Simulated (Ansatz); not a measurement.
# CoSi2 under a change: Si on a Co site (antisite), symmetric start

Start from a 9-atom supercell of CoSi2 (space group Fm-3m, No. 225; a = 5.313 Å; non-magnetic) at its relaxed geometry.

The change: a neutral Si on a Co site (antisite), symmetric start, atoms relaxed at fixed cell.

Level of theory: Kohn–Sham DFT with the PBEsol functional, run in Ansatz (a first-principles code) with PAW and 420 eV plane waves, spin-orbit coupling left out, earlier PAW set. Γ-centred 11×11×11 mesh, Fermi–Dirac width 0.05 eV.

```json
[
 {"quantity": "pressure", "base": "0.0 GPa", "changed": "14.4 GPa", "shift": "+14.4 GPa"},
 {"quantity": "energy gained by relaxation", "base": "–", "changed": "0.47 eV", "shift": "–"},
 {"quantity": "largest displacement of a host atom from its site in the perfect cell", "base": "–", "changed": "0.17 Å", "shift": "–"},
 {"quantity": "mean distance from the defect site to its nearest host atoms", "base": "2.30 Å", "changed": "2.41 Å", "shift": "+0.11 Å"}
]
```

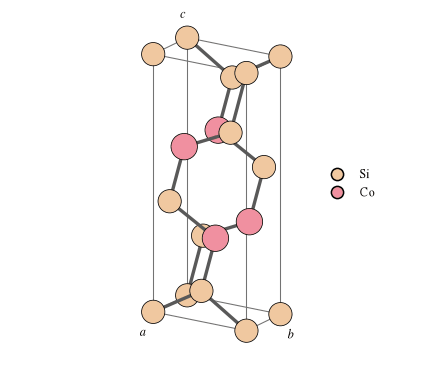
Fig. 1. The relaxed cell after the change

Other magnetic orders, which the real material may have, were not ruled out. In so small a cell the defect repeats every few ångströms: this is an ordered compound, not a dilute defect. The defect started on the symmetric site and kept its symmetry, so it may sit on a saddle. Seeded moments were not kept for Si on a Co site (antisite) and the base. Spin-polarised in the final run: Si on a Co site (antisite); the other runs are not. An odd electron count without spin: CoSi2. The defect cell is spin-polarised and ends with 0.0 μB.
